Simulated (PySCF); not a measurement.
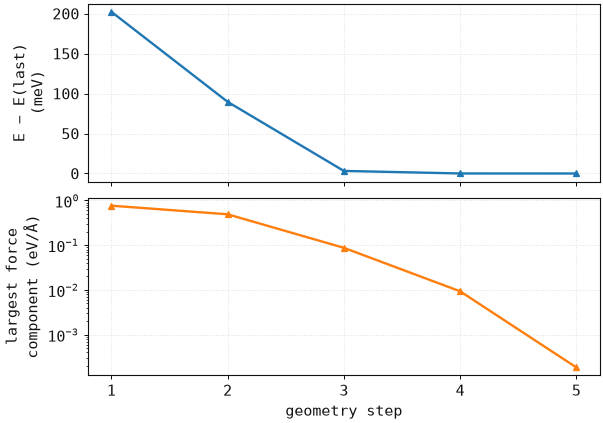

History of a geometry optimisation. The start has point group Td, which is kept. A held symmetry can leave a saddle point.

YH4- molecule (charge −1); RKS-based PBE0, Y def2-TZVPD with ECP28, H def2-TZVPD; non-relativistic Hamiltonian with scalar-relativistic core potentials; density fitting (PySCF 2.14.0).

How did the optimisation end?

The optimisation met its thresholds at geometry 5, counting the start as the first. The energy fell by about 200 meV from the first step to the last. The largest force component goes from about 0.76 eV/Å at the start to 1.8 × 10⁻⁴ eV/Å at the end.
